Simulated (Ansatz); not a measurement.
Electronic density of states of amorphous Hf₁₈O₃₆C, density 9.65 g/cm³, on a 2×2×2 Γ-centred mesh with a Gaussian width of 0.1 eV; energies count from the Fermi level, whose place inside the gap is arbitrary. Cell and mesh are small, so fine structure isn't converged. Level of theory: PBE, scalar-relativistic without spin-orbit coupling (plane waves to 420 eV, PAW; Ansatz, a first-principles code). Sampling: a 2×2×2 Γ-centred mesh; Fermi-Dirac width 0.02 eV; no spin polarisation. At PBE the levels at the filled edge of the gap are localised (band-tail or defect states), and the nearest spread-out levels lie 4.0 eV apart at the zone centre.

The cell was made by melting and quenching with the CHGNet potential and then relaxed with DFT. O atoms were pushed apart under 1.9 Å during the dynamics, to hinder bonds among them. The hot cell started wider than the set density and was brought back towards it in steps. It is the lowest in DFT energy of 2 quenches. It is a model cell: composition and starting density were chosen by hand, and all elements were melted together. No dispersion term was used. Its density started from a set value of 8.91 and ended at 9.65 g/cm³. The simulated quench (nominally 300 K/ps over its main leg) is rapid and tends to freeze in more defects than a deposited or slowly cooled glass has. One small periodic cell is one sample of the glass; other quenches scatter about these values. Volume and shape were free in the relaxation. On a 2×2×2 Γ-centred mesh force components of up to 0.16 eV/Å stay, since the relaxation ran on the zone centre alone.

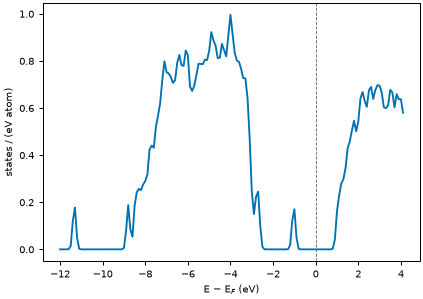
Fig. 1. Density of states per atom

The level gap on this mesh is 1.99 eV; the broadening fills part of it in the curve.
